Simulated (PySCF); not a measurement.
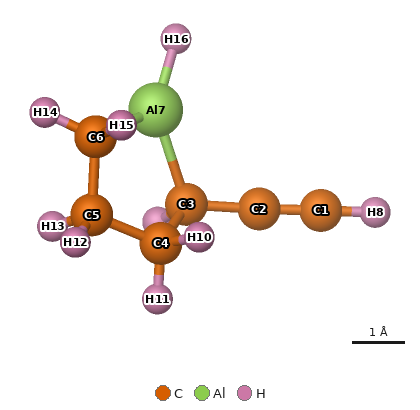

**Figure 1.** The structure as given in the input (ball-and-stick view, seen at a tilt; atoms are numbered from 1 in the order of the input). Sticks mark near contacts.

# Two runs on C6H9Al

System: C6H9Al.
Method of the first run: GIAO PBE0/pcSseg-1 NMR shielding, non-relativistic, IEF-PCM acetonitrile (PySCF 2.14.0).

The geometry comes from this level: PBE0-D3(BJ)/def2-SVP. Text and figures count atoms from 1; the logs count them from 0 in places.

## The input, the first run
```
{"job": {"kind": "nmr", "xc": "PBE0", "basis": "pcSseg-1", "solvent": "acetonitrile", "pop": true}, "charge": 0, "multiplicity": 1}
C      3.305389    -0.522504     0.272241
C      2.189403    -0.315415    -0.162819
C      0.847278    -0.037624    -0.616133
C     -0.229938    -1.054265    -0.165649
C     -1.631989    -0.432272    -0.229365
C     -1.688189     0.888580     0.562361
Al     0.086298     1.630147     0.159471
H      4.296034    -0.711717     0.640020
H      0.836870     0.048141    -1.720460
H     -0.017001    -1.353461     0.875899
H     -0.181991    -1.978933    -0.764929
H     -2.379407    -1.162415     0.125609
H     -1.883039    -0.236317    -1.288135
H     -2.566806     1.502842     0.309994
H     -1.764219     0.681375     1.647239
H      0.762345     3.051146     0.365418
```

The first line tells a small driver script what to run in PySCF; the rest is the geometry in Å.

Command:
```bash
OMP_NUM_THREADS=1 python <driver script> task.json out
```

Hardware: 1 CPU thread, shared host.

## Output (the first run)
```
coarse grid: 13720 points
cycle   1  E = -475.8628762452  dE =  6.756e-01  |g| = 4.886e-01  |ddm| = 3.772e+00
cycle   2  E = -475.8543430790  dE =  8.533e-03  |g| = 5.263e-01  |ddm| = 1.044e+00
cycle   3  E = -475.9290092604  dE = -7.467e-02  |g| = 6.176e-02  |ddm| = 5.365e-01
cycle   4  E = -475.9298344717  dE = -8.252e-04  |g| = 2.538e-02  |ddm| = 7.956e-02
cycle   5  E = -475.9299784002  dE = -1.439e-04  |g| = 1.106e-02  |ddm| = 2.999e-02
cycle   6  E = -475.9300063393  dE = -2.794e-05  |g| = 3.387e-03  |ddm| = 9.538e-03
cycle   7  E = -475.9300092420  dE = -2.903e-06  |g| = 2.752e-04  |ddm| = 3.151e-03
final grid: 127488 points
cycle   8  E = -475.9736478896  dE = -2.889e-05  |g| = 7.117e-03  |ddm| = 3.706e-02
cycle   9  E = -475.9736407387  dE =  7.151e-06  |g| = 8.856e-03  |ddm| = 1.482e-02
cycle  10  E = -475.9736614121  dE = -2.067e-05  |g| = 1.255e-03  |ddm| = 8.172e-03
cycle  11  E = -475.9736617767  dE = -3.646e-07  |g| = 3.726e-04  |ddm| = 1.171e-03
cycle  12  E = -475.9736618081  dE = -3.142e-08  |g| = 1.053e-04  |ddm| = 3.390e-04
cycle  13  E = -475.9736618110  dE = -2.867e-09  |g| = 1.592e-05  |ddm| = 1.095e-04
cycle  14  E = -475.9736618111  dE = -6.105e-11  |g| = 1.603e-06  |ddm| = 2.007e-05
converged SCF energy = -475.9736618111

GIAO shielding tensors (ppm)
atom      isotropic    diamagn.    paramagn.     s11        s22        s33       span
  0 C      114.883     257.996    -143.113     39.969     57.443    247.236    207.266
  1 C       90.133     256.610    -166.477    -17.898     -7.382    295.679    313.577
  2 C      171.054     251.836     -80.782    151.208    172.637    189.316     38.107
  3 C      147.136     246.794     -99.658    127.268    150.378    163.763     36.494
  4 C      156.695     246.844     -90.149    142.139    159.147    168.799     26.660
  5 C      173.528     251.194     -77.665    160.716    172.344    187.526     26.809
  6 Al     281.397     794.354    -512.957    217.285    297.129    329.776    112.491
  7 H       29.026      32.823      -3.797     23.793     24.004     39.282     15.490
  8 H       29.978      28.498       1.480     24.056     29.831     36.049     11.993
  9 H       30.053      30.765      -0.711     25.505     29.808     34.846      9.341
 10 H       28.830      29.779      -0.949     23.736     28.026     34.728     10.992
 11 H       29.154      29.161      -0.006     23.549     27.665     36.248     12.699
 12 H       30.124      30.161      -0.037     25.233     28.679     36.459     11.225
 13 H       30.712      28.870       1.843     25.903     28.202     38.032     12.129
 14 H       31.149      29.709       1.440     26.732     28.521     38.195     11.463
 15 H       26.068      27.995      -1.926     23.333     23.837     31.035      7.702
```

The input of the second run differs as follows (lines with − go, lines with + come):
```diff
-"solvent": "acetonitrile"
-"pop": true
+"solvent": "water"
+"pop": false
```

How does the second run compare with the first run?

The total energy of the second run is 0.18 kcal/mol lower: the change of the electrostatic solvation energy at this fixed geometry, without cavity or dispersion terms. Of all shieldings, the largest change is that of Al7, by +0.6 ppm. The number of SCF iterations is the same.

## Output (the second run)
```
coarse grid: 13720 points
cycle   1  E = -475.8632102678  dE =  6.753e-01  |g| = 4.885e-01  |ddm| = 3.772e+00
cycle   2  E = -475.8547845821  dE =  8.426e-03  |g| = 5.258e-01  |ddm| = 1.042e+00
cycle   3  E = -475.9292981588  dE = -7.451e-02  |g| = 6.159e-02  |ddm| = 5.354e-01
cycle   4  E = -475.9301201708  dE = -8.220e-04  |g| = 2.520e-02  |ddm| = 7.922e-02
cycle   5  E = -475.9302628516  dE = -1.427e-04  |g| = 1.085e-02  |ddm| = 2.981e-02
cycle   6  E = -475.9302896118  dE = -2.676e-05  |g| = 3.408e-03  |ddm| = 9.406e-03
cycle   7  E = -475.9302925489  dE = -2.937e-06  |g| = 2.725e-04  |ddm| = 3.153e-03
final grid: 127488 points
cycle   8  E = -475.9739304079  dE = -2.890e-05  |g| = 7.114e-03  |ddm| = 3.707e-02
cycle   9  E = -475.9739233099  dE =  7.098e-06  |g| = 8.843e-03  |ddm| = 1.480e-02
cycle  10  E = -475.9739439260  dE = -2.062e-05  |g| = 1.245e-03  |ddm| = 8.150e-03
cycle  11  E = -475.9739442845  dE = -3.585e-07  |g| = 3.707e-04  |ddm| = 1.163e-03
cycle  12  E = -475.9739443156  dE = -3.106e-08  |g| = 1.053e-04  |ddm| = 3.367e-04
cycle  13  E = -475.9739443184  dE = -2.863e-09  |g| = 1.588e-05  |ddm| = 1.091e-04
cycle  14  E = -475.9739443185  dE = -5.878e-11  |g| = 1.618e-06  |ddm| = 2.001e-05
converged SCF energy = -475.9739443185

GIAO shielding tensors (ppm)
atom      isotropic    diamagn.    paramagn.     s11        s22        s33       span
  0 C      114.936     257.975    -143.040     40.005     57.535    247.267    207.262
  1 C       90.002     256.654    -166.652    -18.090     -7.564    295.661    313.751
  2 C      171.118     251.830     -80.712    151.279    172.700    189.376     38.097
  3 C      147.150     246.799     -99.649    127.254    150.406    163.790     36.536
  4 C      156.724     246.839     -90.115    142.158    159.191    168.823     26.665
  5 C      173.574     251.191     -77.617    160.758    172.418    187.547     26.789
  6 Al     282.016     794.335    -512.319    218.161    297.684    330.203    112.042
  7 H       29.018      32.821      -3.803     23.780     23.992     39.282     15.502
  8 H       29.971      28.494       1.477     24.047     29.819     36.049     12.001
  9 H       30.052      30.766      -0.714     25.504     29.808     34.845      9.341
 10 H       28.833      29.781      -0.948     23.738     28.030     34.732     10.993
 11 H       29.158      29.162      -0.004     23.551     27.670     36.253     12.702
 12 H       30.117      30.155      -0.038     25.227     28.670     36.455     11.228
 13 H       30.714      28.868       1.847     25.905     28.201     38.037     12.133
 14 H       31.148      29.709       1.440     26.731     28.519     38.194     11.463
 15 H       26.081      28.004      -1.923     23.344     23.848     31.050      7.706
```

## The two runs side by side

| quantity | the first run | the second run |
| --- | --- | --- |
| outcome | converged | converged |
| total energy (hartree) | −475.973662 | −475.973944 |
| HOMO (eV) | −6.48 | −6.48 |
| LUMO (eV) | −0.72 | −0.71 |
| dipole moment (D) | 2.19 | 2.21 |
| shielding of C1 (ppm) | 114.9 | 114.9 |
| shielding of C2 (ppm) | 90.1 | 90.0 |
| shielding of C3 (ppm) | 171.1 | 171.1 |
| shielding of C4 (ppm) | 147.1 | 147.2 |
| shielding of C5 (ppm) | 156.7 | 156.7 |
| shielding of C6 (ppm) | 173.5 | 173.6 |
| shielding of Al7 (ppm) | 281.4 | 282.0 |
| SCF iterations | 14 | 14 |
| basis functions | 171 | 171 |
| wall time (shared host) | 17 s | 15 s |
